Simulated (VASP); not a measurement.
Band structure of CoAl (space group Pm-3m). Calculation: PBEsol GGA, VASP's PBE PAW potentials (set 64) (plane waves; VASP).

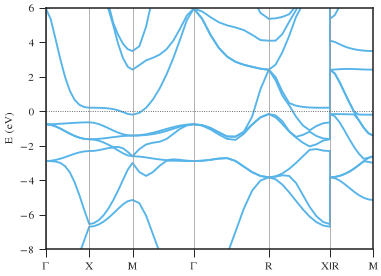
*Bands along high-symmetry lines, zero at the valence-band maximum or, without a gap, the Fermi level*

**Question.** Read the plot: is there a gap, and where are the band edges?

**Answer.** It has no gap at this level: it comes out as a metal or semimetal.

The structure is a typed CoAl crystal (Pm-3m). The cell was not relaxed at this level. The run is not spin-polarised, so no magnetic state was tried.
